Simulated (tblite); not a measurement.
# C$_{2}$H$_{3}$F$_{3}$: molecular dynamics

- system: C$_{2}$H$_{3}$F$_{3}$ (Ethane, 1,1,2-trifluoro), SMILES FCC(F)F
- method: GFN2-xTB Langevin dynamics, gas phase (tblite 0.8.0)

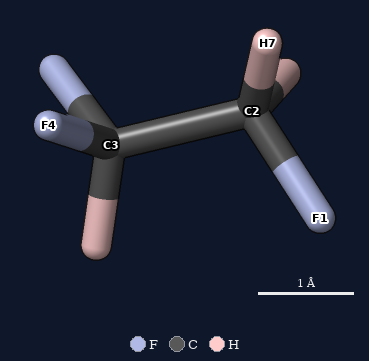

The structure as given in the input (stick view, seen at a tilt; atoms are numbered from 1 in the order of the input). Bond lengths as drawn: C–C 1.53 Å, C–F 1.35 to 1.36 Å and C–H 1.09 to 1.10 Å.

Input
```
{"job": {"dt": 1.5, "steps": 8000, "equilibration": 400, "friction": 0.005, "h_mass": 4.0, "temperature": 500, "xc": "GFN2-xTB", "basis": "xTB", "kind": "md"}, "charge": 0, "multiplicity": 1}
F      1.553150    -0.607336    -0.658471
C      0.756624     0.182410     0.118656
C     -0.713390    -0.143568    -0.148417
F     -1.194100    -1.027512     0.752182
F     -1.465262     0.973519    -0.020034
H      0.955601     1.224356    -0.150907
H      1.012973    -0.007268     1.165354
H     -0.869366    -0.556950    -1.156624
```

The first line tells a small driver script what to run in tblite; the rest is the geometry in Å.

Hardware: 1 CPU thread, shared host.

Run as:
```bash
OMP_NUM_THREADS=1 python <driver script> task.json out
```

What the program printed
```
t/fs     T/K   E - E0/eV
     0.0    463.5     0.0000
   525.0    739.5     0.4162
  1050.0    581.1     0.3418
  1575.0    610.6     0.5404
  2100.0    498.8     0.4619
  2625.0    454.7     0.4308
  3150.0    728.9     0.2859
  3675.0    368.4     0.2565
  4200.0    480.5     0.2221
  4725.0    441.7     0.4717
  5250.0    527.1     0.2962
  5775.0    482.7     0.2848
  6300.0    466.9     0.2364
  6825.0    371.5     0.3641
  7350.0    572.5     0.2869
  7875.0    583.7     0.3240
  8400.0    524.7     0.5696
  8925.0    363.9     0.4650
  9450.0    385.7     0.5279
  9975.0    740.0     0.4917
 10500.0    435.5     0.3072
 11025.0    321.9     0.3283
 11550.0    527.4     0.2630
 12075.0    570.9     0.4198
 12600.0    636.1     0.4425
```

Trajectory as extended XYZ (Å, eV, eV/Å), 25 frames, from step=0 to step=8400
```
8
Properties=species:S:1:pos:R:3:forces:R:3 step=0 time_fs=0.0 energy=-544.30723 temperature=463.5
F     1.5532   -0.6073   -0.6585   -0.0030  -0.0010  -0.0010
C     0.7566    0.1824    0.1187    0.0020   0.0000  -0.0010
C    -0.7134   -0.1436   -0.1484    0.0010   0.0010   0.0010
F    -1.1941   -1.0275    0.7522    0.0000  -0.0020   0.0000
F    -1.4653    0.9735   -0.0200    0.0010   0.0000  -0.0010
H     0.9556    1.2244   -0.1509    0.0000   0.0020   0.0000
H     1.0130   -0.0073    1.1654   -0.0020   0.0000   0.0020
H    -0.8694   -0.5570   -1.1566    0.0000   0.0000   0.0010
8
Properties=species:S:1:pos:R:3:forces:R:3 step=350 time_fs=525.0 energy=-543.89105 temperature=739.5
F     1.0590    1.4788    0.7147   -0.7670   0.3270  -0.0300
C    -0.1187    0.8280    0.5176    0.3600  -3.0800   0.7560
C    -1.4095    1.5232    0.4156   -2.3920   2.3470  -0.6450
F    -2.4134    0.6651    0.0461    0.8800  -0.1750  -0.1260
F    -1.9798    2.0847    1.5590    1.2620  -0.4060  -0.6330
H    -0.3133    0.0966    1.3541    0.7870   0.4070  -0.1640
H     0.0030    0.1725   -0.3902   -0.0740   0.6970   0.3910
H    -1.3999    2.3273   -0.3663   -0.0550  -0.1180   0.4500
8
Properties=species:S:1:pos:R:3:forces:R:3 step=700 time_fs=1050.0 energy=-543.96545 temperature=581.1
F     0.3256    0.9764   -0.9893   -0.3180  -0.5800   1.3570
C    -0.1236    0.2898    0.1419   -0.6180   1.0080   0.6460
C    -1.6525    0.6282    0.4109    1.5400   1.1350   1.9480
F    -2.5267    0.1101   -0.3934   -0.5870  -0.2730  -1.5100
F    -1.9878    0.0421    1.6236    0.5450   0.4710  -0.2090
H     0.4342    0.5780    1.1008   -0.4790   0.1400  -1.3980
H     0.0420   -0.7695    0.0152   -0.1370  -0.3670  -0.4280
H    -1.7930    1.7764    0.5494    0.0540  -1.5350  -0.4050
8
Properties=species:S:1:pos:R:3:forces:R:3 step=1050 time_fs=1575.0 energy=-543.76685 temperature=610.6
F     0.0894    0.2663   -1.2000    0.4340  -0.2760  -0.2380
C     0.1499   -0.7651   -0.3033   -1.9350   0.0760   0.4070
C    -0.9726   -0.3581    0.7507    0.3690  -1.5780  -0.2550
F    -2.1771   -0.5385    0.0284    1.5260   1.0190   1.5460
F    -1.0127   -1.3422    1.7401   -0.0090   1.2250  -0.8480
H     1.1583   -0.7868    0.1359   -0.4070  -0.3140  -0.2290
H    -0.2768   -1.7136   -0.7988    1.1230   1.1460   0.5300
H    -0.7288    0.6540    1.2551   -1.1030  -1.2990  -0.9130
8
Properties=species:S:1:pos:R:3:forces:R:3 step=1400 time_fs=2100.0 energy=-543.84530 temperature=498.8
F     1.9862    0.4282    1.3175   -0.3560  -1.4080  -1.5390
C     1.3370   -0.6811    0.6800    0.8910   1.8140  -0.9240
C     1.8641   -1.9583    1.1922    1.2930  -1.6260   0.2560
F     1.7896   -2.0803    2.5577   -0.3350  -0.1110  -1.0680
F     1.1310   -2.9589    0.5768    0.3740   0.4400   0.7950
H     1.3209   -0.7240   -0.4771    0.7500   0.6560   1.5880
H     0.3423   -0.5440    0.9576   -1.9710   0.0920   0.6520
H     2.9422   -2.1494    0.9172   -0.6450   0.1420   0.2410
8
Properties=species:S:1:pos:R:3:forces:R:3 step=1750 time_fs=2625.0 energy=-543.87645 temperature=454.7
F     4.4252   -0.3925    0.2088   -0.0380  -0.1390   0.7740
C     3.2435   -0.9347    0.6596   -0.3710  -1.8070  -3.0280
C     3.3916   -1.8191    1.8821    0.2560  -1.0880   0.7750
F     3.1223   -1.0957    2.9677   -0.0590   0.3340   0.6870
F     2.5943   -2.9589    2.0285   -0.3430   1.1460  -0.9410
H     2.9383   -1.5911   -0.2502    0.2050   0.4390   1.2390
H     2.5097   -0.1419    0.6513   -0.1640   0.2860   0.8080
H     4.3616   -2.3313    2.0120    0.5150   0.8300  -0.3130
8
Properties=species:S:1:pos:R:3:forces:R:3 step=2100 time_fs=3150.0 energy=-544.02138 temperature=728.9
F     4.4990   -1.9732    1.5701   -0.7360   0.4730   0.1620
C     3.1593   -1.6096    1.8226    1.3650  -0.3630  -1.5920
C     2.8485   -2.1082    3.2123    0.0390   0.9790   0.2390
F     3.2334   -1.1242    4.0771   -0.7560   0.6630   0.2810
F     1.5289   -2.3493    3.3434    0.2940  -0.0090   0.3160
H     2.6328   -2.0838    0.9549   -0.1250   0.2810   0.9800
H     3.1083   -0.5012    1.7621   -0.0140  -0.5720   0.0750
H     3.4919   -2.8766    3.6022   -0.0660  -1.4530  -0.4620
8
Properties=species:S:1:pos:R:3:forces:R:3 step=2450 time_fs=3675.0 energy=-544.05072 temperature=368.4
F     3.2633   -2.3535    1.2793    0.1990   0.4540   0.6960
C     2.8833   -1.7012    2.4511   -1.2310   1.1010  -2.1050
C     2.1641   -2.6906    3.2908    0.5840  -1.4740   1.0510
F     3.1390   -3.3625    4.0201   -0.9060   0.3400   0.2410
F     1.2331   -2.1626    4.0979    0.3670   0.5620   0.7140
H     2.1007   -0.9577    2.1060    0.7920  -0.2870   0.3140
H     3.7352   -1.1927    2.9102   -0.0440  -0.3470  -0.0460
H     1.5895   -3.4650    2.7892    0.2390  -0.3490  -0.8650
8
Properties=species:S:1:pos:R:3:forces:R:3 step=2800 time_fs=4200.0 energy=-544.08510 temperature=480.5
F     3.7148   -2.6807    1.4796    1.4000  -0.2040  -1.6220
C     3.2640   -2.5419    2.7160   -0.7200  -0.2500   1.2210
C     1.8786   -3.1792    2.6456   -0.7350  -0.1150  -0.5470
F     1.8535   -4.4409    3.1447    0.1790   0.2680   0.1520
F     0.8765   -2.5129    3.2257   -0.1460   0.4230   0.7840
H     3.3241   -1.4698    2.9235   -0.4320  -0.0770   0.3890
H     3.8436   -3.1460    3.4229    0.3700   0.1920  -0.0870
H     1.5829   -3.2346    1.5890    0.0840  -0.2370  -0.2900
8
Properties=species:S:1:pos:R:3:forces:R:3 step=3150 time_fs=4725.0 energy=-543.83550 temperature=441.7
F     2.7051   -5.0340    2.3828   -0.2500  -0.7050   0.0190
C     2.5049   -3.7517    2.7194   -0.2300   0.7900  -0.3050
C     1.0212   -3.2751    2.7366    1.0430  -1.8580   2.2710
F     0.2817   -3.6007    3.8628    0.6100  -0.5540   0.2610
F     1.1341   -1.9880    2.8868   -0.4180   2.0960  -1.0310
H     2.9823   -3.1555    1.9000   -0.1930  -0.1190   0.6580
H     2.9499   -3.5536    3.6981    0.1350  -0.0380  -0.0500
H     0.4446   -3.7775    2.0099   -0.6970   0.3870  -1.8220
8
Properties=species:S:1:pos:R:3:forces:R:3 step=3500 time_fs=5250.0 energy=-544.01106 temperature=527.1
F     2.3568   -4.5805    2.6859   -0.2580  -0.8170  -0.5360
C     1.8994   -3.7186    3.6009    0.0520   0.5120   1.1300
C     1.6696   -2.3438    2.9786   -0.6930   0.5500   0.4020
F     0.7687   -1.7508    3.8201   -0.9050  -0.0670  -0.6830
F     2.6862   -1.4733    3.1276    0.8540  -0.4330  -0.4940
H     2.7169   -3.5918    4.3218   -0.0270  -0.0740   0.2770
H     0.9688   -4.0693    4.1754    1.0610   0.2120  -1.1670
H     1.3763   -2.3606    1.8846   -0.0840   0.1170   1.0710
8
Properties=species:S:1:pos:R:3:forces:R:3 step=3850 time_fs=5775.0 energy=-544.02248 temperature=482.7
F     0.3721   -3.8513    4.3071   -0.4080  -0.8330  -1.1480
C     0.9570   -3.1857    5.2753    1.9120  -0.1480   2.8040
C     1.5286   -1.8604    4.8344    0.8360  -0.2640  -1.6200
F     1.7106   -1.0111    5.8168   -0.0090   0.5830   1.1890
F     2.7795   -1.9811    4.2385   -0.5300  -0.3180   0.4020
H     1.7581   -3.7769    5.8469   -0.3790   0.1690  -1.3790
H     0.2709   -3.0580    6.1013   -0.9140   0.5940   0.0990
H     0.9221   -1.3914    4.0660   -0.5090   0.2160  -0.3470
8
Properties=species:S:1:pos:R:3:forces:R:3 step=4200 time_fs=6300.0 energy=-544.07088 temperature=466.9
F    -0.1858   -3.4064    5.1685    0.4640   0.4610   0.1820
C     1.0477   -2.9132    5.6425   -1.8310  -0.5450  -0.4370
C     0.9396   -1.4304    5.7963    0.1770   1.8100   0.4000
F     1.2571   -0.8914    7.0090   -0.2760  -0.7610   0.1040
F     1.8516   -0.7916    4.9927   -0.5300  -0.3920  -0.1840
H     1.7057   -3.0649    4.8222    1.0010  -0.6050  -0.4760
H     1.1776   -3.5095    6.5250    0.6840   0.0260   0.5580
H    -0.0874   -1.0790    5.5610    0.3100   0.0050  -0.1470
8
Properties=species:S:1:pos:R:3:forces:R:3 step=4550 time_fs=6825.0 energy=-543.94316 temperature=371.5
F    -0.4994   -2.6677    5.6441    0.6980   0.2220   0.3360
C     0.4957   -1.7899    6.0682   -0.3290  -2.0090   0.6370
C    -0.1356   -0.4280    6.3173    0.3320   0.5340   0.4750
F     0.3783   -0.0542    7.5316   -0.2680   0.7150  -0.3950
F     0.3536    0.4051    5.3429   -0.3550   0.0660   0.7630
H     1.2461   -1.7547    5.2839   -0.0120   0.2220  -0.3630
H     1.0585   -2.2735    6.9843   -1.4140   0.9800  -1.2070
H    -1.2698   -0.2498    6.3785    1.3500  -0.7310  -0.2440
8
Properties=species:S:1:pos:R:3:forces:R:3 step=4900 time_fs=7350.0 energy=-544.02032 temperature=572.5
F    -0.8298   -0.4880    3.3871    0.0910  -0.1500   0.8410
C     0.0412   -0.5811    4.4622   -1.0790  -1.0170  -0.3650
C    -0.2533    0.4219    5.5798    1.4300   1.1950  -2.1430
F     0.7407    0.2345    6.4383   -0.0320  -0.3150   1.3230
F     0.0771    1.6847    5.0512   -0.9340  -0.6610   0.4890
H     1.0054   -0.3511    4.0266    0.4630  -0.1160   0.1690
H    -0.0274   -1.6259    4.9011    0.1210   0.9580  -0.6220
H    -1.2573    0.4328    5.9868   -0.0600   0.1050   0.3090
8
Properties=species:S:1:pos:R:3:forces:R:3 step=5250 time_fs=7875.0 energy=-543.98322 temperature=583.7
F     0.8824    0.7975    2.2814   -0.2140   0.1870   0.9890
C     1.2201    0.7513    3.6125    0.2990   1.3680   1.0870
C     0.2699    1.5381    4.6020    0.2160   0.8760  -0.0040
F     0.1197    0.9894    5.8424    0.1170  -0.6110  -1.0160
F     0.8562    2.7655    4.9810   -0.8610  -1.0840  -1.2040
H     2.2295    1.2107    3.7398   -0.4560  -0.3430  -0.3010
H     1.2214   -0.2634    3.9523    0.0420  -0.8280  -0.0220
H    -0.7584    1.6374    4.1423    0.8570   0.4360   0.4700
8
Properties=species:S:1:pos:R:3:forces:R:3 step=5600 time_fs=8400.0 energy=-543.73764 temperature=524.7
F     1.2868   -0.5812    2.2008    0.1750   1.2420  -0.4370
C     1.6501    0.2702    3.2101   -0.2720  -0.9820   1.6680
C     1.4027    1.7421    3.2932   -1.3210   2.0290   1.5930
F     0.2108    2.1137    3.9145    0.3960  -0.8430  -0.4940
F     2.3117    2.3000    4.2278   -0.5450  -0.9470  -1.4460
H     2.7262    0.2997    3.3497    0.4990  -0.9370  -0.1700
H     1.1286   -0.1999    4.0791    0.5290   0.3380  -0.0250
H     1.3814    2.3573    2.4075    0.5390   0.1010  -0.6890
8
Properties=species:S:1:pos:R:3:forces:R:3 step=5950 time_fs=8925.0 energy=-543.84225 temperature=363.9
F    -0.7345    0.4269    2.7985    0.4630   0.5370   0.1020
C     0.2764    0.7531    3.6419    0.6540   1.0700   2.4660
C     1.1386    2.0042    3.2698   -0.1610  -0.5700  -0.6960
F     1.2828    2.9066    4.2709   -0.1550  -0.6650  -0.2490
F     2.3833    1.7897    2.7435    0.1390  -0.7500   0.9490
H     0.8821   -0.0982    3.8529    0.7450  -0.9860  -0.5910
H    -0.1008    0.9624    4.6996   -0.3800   0.1550  -1.1950
H     0.6892    2.4271    2.4080   -1.3060   1.2090  -0.7870
8
Properties=species:S:1:pos:R:3:forces:R:3 step=6300 time_fs=9450.0 energy=-543.77937 temperature=385.7
F    -0.4778    1.0807    2.6480   -0.0500   0.2080  -2.2470
C    -0.4827    0.8545    3.9361   -0.4550  -1.2170   1.1990
C     0.8183    0.3794    4.4585    3.0650   0.8340   0.5080
F     1.8879    1.2859    4.2758   -1.0280  -0.4550  -0.0540
F     0.6821    0.3549    5.8000    0.0750  -0.5480   0.1470
H    -1.0717   -0.1199    4.1242   -0.3820   1.8210   0.0570
H    -0.6568    1.8276    4.4261   -0.7900  -0.5710   0.2080
H     1.2546   -0.5560    4.0679   -0.4360  -0.0720   0.1820
8
Properties=species:S:1:pos:R:3:forces:R:3 step=6650 time_fs=9975.0 energy=-543.81551 temperature=740.0
F    -0.5989    1.9163    3.4459    1.7620  -0.3250  -0.0960
C     0.8492    1.8474    3.4744   -2.4930  -0.0370   2.0440
C     1.2550    0.4549    4.0691    0.7380   0.4230  -0.4470
F     1.9270   -0.1989    2.9797   -0.9410   0.5760   2.3340
F     2.1477    0.6512    5.1420   -1.0770  -0.5740  -1.7840
H     1.0714    2.7161    4.1553    0.3450  -0.8860  -0.6610
H     1.1568    1.9462    2.4607    0.3820   0.1820  -0.6270
H     0.3673   -0.1607    4.4693    1.2840   0.6420  -0.7630
8
Properties=species:S:1:pos:R:3:forces:R:3 step=7000 time_fs=10500.0 energy=-544.00007 temperature=435.5
F     0.3053    1.7386    4.5437   -0.3780   0.2470   1.3390
C     0.5178    1.9481    3.2445   -0.1120   1.7360  -1.2760
C     2.0040    2.2169    3.0540    1.2370   0.7020   1.4790
F     2.6813    1.3428    2.3034   -0.3090  -0.8600  -0.1470
F     2.4236    3.3985    2.5288   -0.9080   0.2920   0.0860
H    -0.1560    2.7769    2.8647    0.7380  -0.6220   0.4720
H     0.2628    1.0386    2.7920   -0.4190  -1.4130  -1.1680
H     2.4048    2.1943    4.1178    0.1510  -0.0820  -0.7870
8
Properties=species:S:1:pos:R:3:forces:R:3 step=7350 time_fs=11025.0 energy=-543.97896 temperature=321.9
F     0.1324    2.6128    3.8622    0.2030  -1.0710  -0.4080
C     1.0687    2.3832    2.8719    0.8570   2.4670   1.3190
C     2.0564    3.6235    3.0442   -0.7230  -2.0500  -0.4090
F     3.3219    3.1981    2.8052   -0.0350   0.3600   0.2480
F     1.7237    4.4536    2.0753    0.2250   1.3990  -0.5290
H     0.6104    2.4956    1.9172   -0.5740  -0.2120  -0.6970
H     1.7095    1.5359    2.9510   -0.2710  -1.1260   0.5520
H     1.9355    4.0544    4.0424    0.3170   0.2320  -0.0760
8
Properties=species:S:1:pos:R:3:forces:R:3 step=7700 time_fs=11550.0 energy=-544.04421 temperature=527.4
F     2.7931    0.9283    4.4891   -0.3900   0.3510  -0.3170
C     2.5884    1.4757    3.2411   -0.5310   1.0220   1.0230
C     2.1931    3.0514    3.3375    2.3590  -2.1680  -1.6430
F     3.1991    3.6437    2.5917   -0.2760   0.3190   0.6550
F     1.1039    3.3151    2.6574   -1.1460  -0.0170  -0.2810
H     1.7792    0.9441    2.7484   -0.2140  -0.1210   0.0380
H     3.5278    1.3093    2.7214    0.0910   0.4070  -0.2720
H     2.1477    3.4718    4.3180    0.1090   0.2070   0.7970
8
Properties=species:S:1:pos:R:3:forces:R:3 step=8050 time_fs=12075.0 energy=-543.88739 temperature=570.9
F     3.9447    0.9334    4.1199   -0.7300   0.9650  -1.1310
C     3.1958    1.2346    2.9771    1.7830  -0.6690  -1.3890
C     2.3131    2.4500    2.9457    2.0480   1.1910   1.0510
F     1.7879    2.5674    1.7219   -0.2510   0.0390  -0.1740
F     1.3639    2.2698    3.8426   -1.3120   0.3740   0.5440
H     2.4700    0.4453    2.8807    0.1200  -0.9930  -0.3550
H     3.9058    1.3670    2.0499   -0.9130  -0.7030   1.6440
H     2.9205    3.3671    3.1985   -0.7460  -0.2040  -0.1900
8
Properties=species:S:1:pos:R:3:forces:R:3 step=8400 time_fs=12600.0 energy=-543.86478 temperature=636.1
F     3.8169    2.2001    1.1635   -0.3970   0.1350   0.4860
C     3.3671    0.9766    1.5768   -0.1210   0.0020  -0.8370
C     1.9133    0.9234    1.9931   -1.8590   2.0180   0.4230
F     1.4154   -0.3097    1.7236    0.1810   0.7390   0.6810
F     1.5508    1.3499    3.3353    1.2070  -1.4710  -1.6240
H     4.0215    0.5843    2.3053    0.8480  -0.1830   1.2390
H     3.4983    0.3546    0.6872   -0.3710  -0.3110  -0.1680
H     1.3038    1.7233    1.4591    0.5110  -0.9290  -0.2000
```

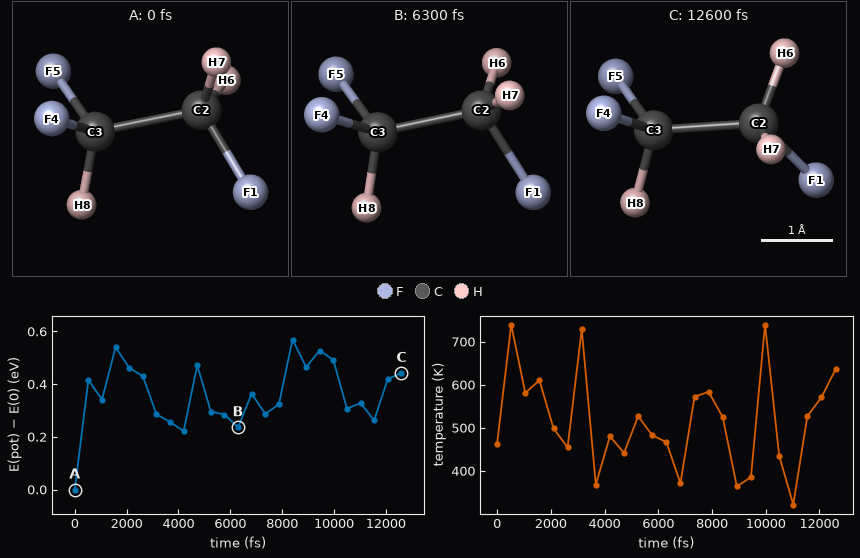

Frames of the molecular dynamics (ball-and-stick, seen at a tilt) above the curves, on which the letters mark them. The trajectory kept here has 25 frames over 12600 fs. The temperature starts at 464 K, ranges from 322 to 740 K and averages 500 K over the second half. The potential energy ends 0.442 eV above its first value. After an unweighted best fit of the last frame on the first, the root-mean-square displacement is 0.54 Å.

Summary

- outcome: finished
- mean temperature over the second half: 500 K
- trajectory: 25 frames kept, 12600 fs
- wall time: 17 s
- peak memory: 0.41 GiB
